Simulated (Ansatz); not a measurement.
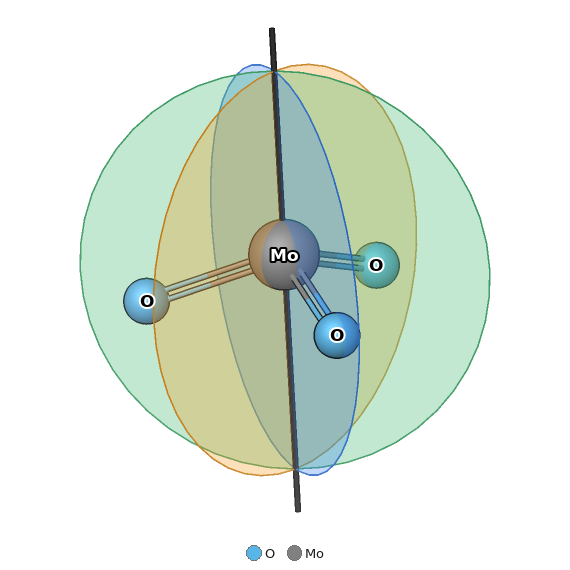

All proper rotation axes (lines) and mirror planes (discs) of the structure are drawn in. Depth is shown by fading: the farther an atom, the more it takes the colour of the background. The species is neutral and a spin singlet. The geometry was computed by an optimisation with PBE0-D4/def2-TZVP. No frequency run is at hand to confirm it as a minimum.

What is the order of each axis, and which point group results?

It has 1 C3 axis and 3 mirror planes. Point group C3v. The group has 6 operations. The geometry is achiral, and symmetry allows a dipole moment.
